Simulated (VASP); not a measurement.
Band structure of H (space group Fm-3m). Calculation: r2SCAN meta-GGA, VASP's PBE PAW potentials (set 64) (plane waves; VASP 6.6.1).

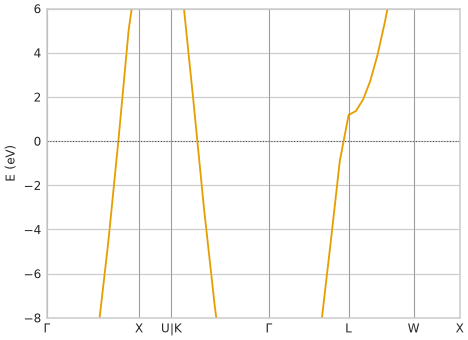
Figure. Bands along high-symmetry lines, zero at the valence-band maximum or, without a gap, the Fermi level

Task: Read the plot: is there a gap, and where are the band edges?

Result: It has no gap at this level: it comes out as a metal or semimetal.

The structure comes from a measured H entry (Fm-3m) of the Crystallography Open Database, whose conditions weren't checked. It was relaxed first, which changed the volume by -91 %.
